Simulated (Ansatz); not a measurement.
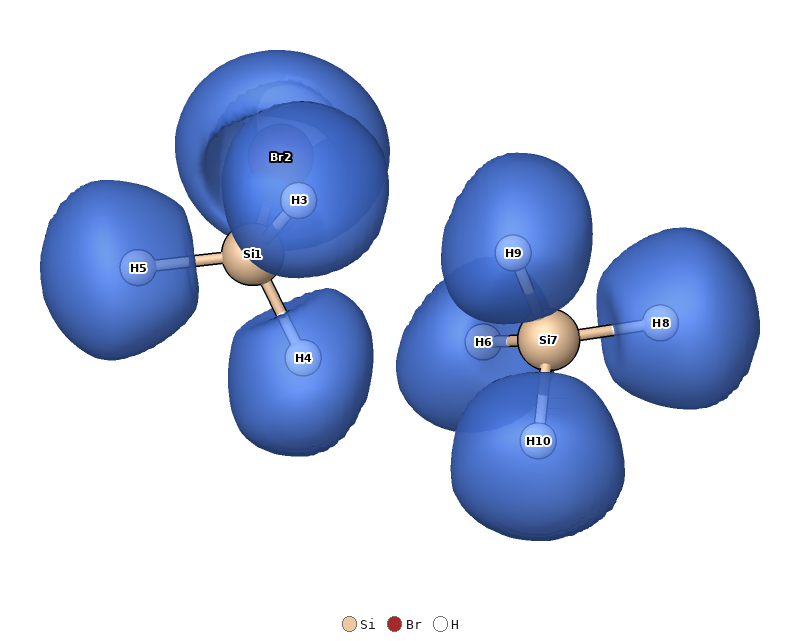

The picture shows: BrH₃Si···SiH₄. Isosurface of the ELF at 0.8 (blue), seen at an oblique angle. Only the valence region is drawn (cores and ρ < 0.01 e/Å³ removed).

Theory: RKS B3LYP-D4/def2-SVP (Ansatz 0.2.0).

```yaml
atoms:
  - { symbol: Si, position_ang: [-1.9772, 0.1002, -0.5385] }
  - { symbol: Br, position_ang: [-1.5699, -2.1008, -0.4133] }
  - { symbol: H, position_ang: [-1.5332, 0.5952, -1.8679] }
  - { symbol: H, position_ang: [-1.2223, 0.7846, 0.5439] }
  - { symbol: H, position_ang: [-3.4372, 0.3228, -0.3628] }
  - { symbol: H, position_ang: [1.2103, -0.8961, 1.4054] }
  - { symbol: Si, position_ang: [1.9481, 0.0564, 0.5302] }
  - { symbol: H, position_ang: [3.3818, -0.3429, 0.4405] }
  - { symbol: H, position_ang: [1.3461, 0.0476, -0.8344] }
  - { symbol: H, position_ang: [1.8535, 1.4331, 1.0967] }
```

> Identify the bonds, lone pairs and shells in this picture.

At this value the surface marks out one region between bonded Br–Si atoms (shared pairs), seven regions around hydrogen nuclei and one ring or bowl of non-bonding electrons around Br. Profiles from the grid: Si1···Si7 (4.07 Å): the ELF dips to about 0 between them; a weak contact between the two molecules. Si–Br (2.24 Å): the ELF peaks at about 0.90 between the atoms (a polar covalent bond).
